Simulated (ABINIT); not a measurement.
Band structure of MgS (F-43m, 2 atoms in the cell).

```yaml
crystal:
  lattice:
    - [0.00000, 2.83312, 2.83312]
    - [2.83312, 0.00000, 2.83312]
    - [2.83312, 2.83312, 0.00000]
  atoms:
    - { symbol: Mg, position: [0.00000, 0.00000, 0.00000] }
    - { symbol: S, position: [0.75000, 0.75000, 0.75000] }
```

Method of the run: PBEsol, norm-conserving pseudopotentials (PseudoDojo nc-sr-04 PBEsol standard) (plane waves; ABINIT 10.0.3).

Settings: pseudos = [Mg.upf, S.upf]; ecut = 1143 eV; ixc = -116133; occopt = 1; ngkpt = 10 10 10; nshiftk = 1; shiftk = 0 0 0; potentials = PseudoDojo nc-sr-04 PBEsol standard; kptopt = 1; nstep = 80; toldfe1 = 1e-09 Ha; ndtset = 2; getden2 = 1.

The starting cell comes from a database of computed structures (which also holds hypothetical and non-ambient phases and stackings), without a prior relaxation at this level.

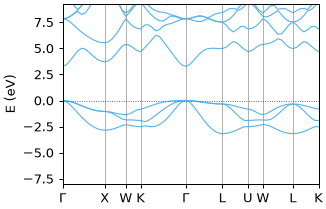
Figure: Bands along the path, energies from the top of the valence band on the SCF mesh.

Task: Read off roughly the gap and where its edges lie.

Result: The gap along the path is about 3.3 eV (computed: 3.28 eV), direct at Γ to within 0.01 eV.

Levels in eV from the top of the valence band on the SCF mesh, bands 5 to 12:
| point | 5 | 6 | 7 | 8 | 9 | 10 | 11 | 12 |
|---|---|---|---|---|---|---|---|---|
| Γ | -11.27 | 0.00 | 0.00 | 0.00 | 3.28 | 7.83 | 7.83 | 7.83 |
| X | -10.35 | -2.85 | -1.05 | -1.05 | 3.71 | 5.53 | 10.99 | 12.15 |
| W | -10.34 | -2.32 | -1.86 | -1.35 | 5.38 | 7.84 | 8.05 | 8.40 |
| K | -10.36 | -2.51 | -1.91 | -0.82 | 4.68 | 6.86 | 9.44 | 10.04 |
| L | -10.57 | -3.17 | -0.33 | -0.33 | 4.98 | 7.52 | 7.52 | 8.41 |
| U | -10.36 | -2.51 | -1.91 | -0.82 | 4.68 | 6.86 | 9.44 | 10.04 |
